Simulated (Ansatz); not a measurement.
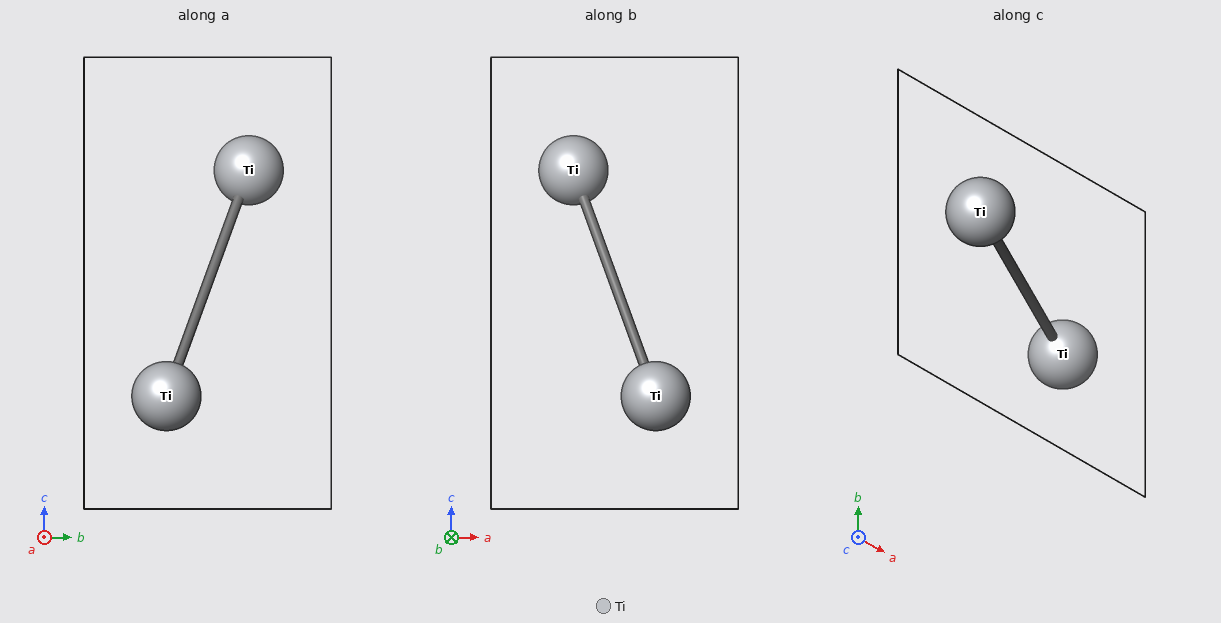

The figure gives a ball-and-stick picture of the atoms, viewed along the a axis, along the b axis and along the c axis. The outline marks the conventional unit cell.

Lattice parameters: a = 2.863 Å, b = 2.863 Å, c = 4.533 Å, α = 90.00°, β = 90.00°, γ = 120.00°.

### Turn the picture into a table of Wyckoff sites.

Space group P6_3/mmc (No. 194).
```csv
atom,site,x,y,z
Ti,2d,0.3333,0.6667,0.7500
```

It goes back to the standard structure of this element. Earlier steps of the study may have refined or changed the cell and positions. It went into a calculation with Ansatz.
